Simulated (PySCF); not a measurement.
```yaml
atoms:
  - { symbol: F, position_ang: [2.9682, 0.9133, 0.1096] }
  - { symbol: B, position_ang: [2.2543, -0.1784, 0.3135] }
  - { symbol: F, position_ang: [2.9022, -1.2575, 0.7176] }
  - { symbol: C, position_ang: [0.7213, -0.1894, 0.0885] }
  - { symbol: C, position_ang: [-0.0256, -1.3539, 0.3185] }
  - { symbol: C, position_ang: [-1.4023, -1.3611, 0.1140] }
  - { symbol: C, position_ang: [-2.0517, -0.2086, -0.3237] }
  - { symbol: C, position_ang: [-1.3111, 0.9520, -0.5541] }
  - { symbol: Cl, position_ang: [-2.1179, 2.3843, -1.0987] }
  - { symbol: C, position_ang: [0.0652, 0.9700, -0.3511] }
  - { symbol: H, position_ang: [0.4826, -2.2582, 0.6609] }
  - { symbol: H, position_ang: [-1.9815, -2.2693, 0.2945] }
  - { symbol: H, position_ang: [-3.1304, -0.1987, -0.4885] }
  - { symbol: H, position_ang: [0.6258, 1.8884, -0.5366] }
```

Geometry: PBE0-D3(BJ)/def2-SVP.

Method: PySCF, CAM-B3LYP/def2-SVPD, SCF density, gas phase.

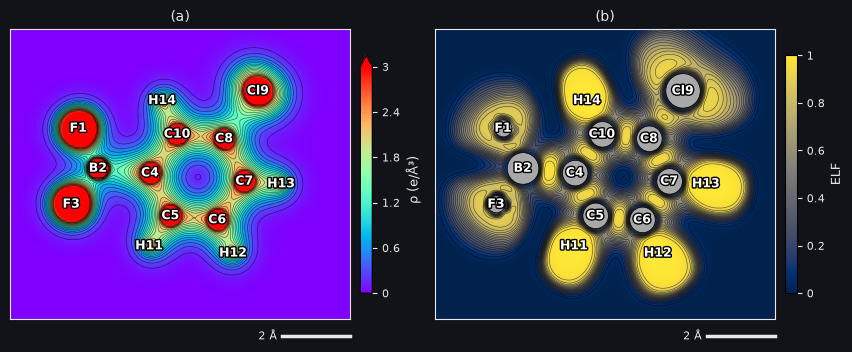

C₆H₄BClF₂ (SMILES FB(F)c1cccc(Cl)c1). (a) total electron density; (b) ELF on the molecular plane. Grey discs cover the atomic cores in the ELF map.

**What do the fields say about this system?**

- The section cuts through F, B, C, Cl and H sites.
- B–F (1.32 Å): ρ is about 2.2 e/Å³ halfway; the ELF peaks at about 0.85 between the atoms, as expected for a polar covalent bond.
- C–C (1.39 Å): ρ at the midpoint is about 2.1 e/Å³; the ELF peaks at about 0.95 between the atoms: localised, covalent bonding.
- C–B (1.55 Å): ρ at the midpoint is about 1.5 e/Å³; the ELF peaks at about 1 between the atoms; a shared electron pair.
- C–Cl (1.73 Å): ρ at the midpoint is about 1.5 e/Å³; the ELF peaks at about 0.90 between the atoms: localised, covalent bonding.
- C–H (1.09 Å): the density is about 2 e/Å³ at the midpoint; the ELF climbs to about 1 towards the hydrogen, as it does in any bond to H: a covalent bond by its length.
- The ELF also peaks beside F3, F1 and Cl9, away from the bonds: lone-pair regions.
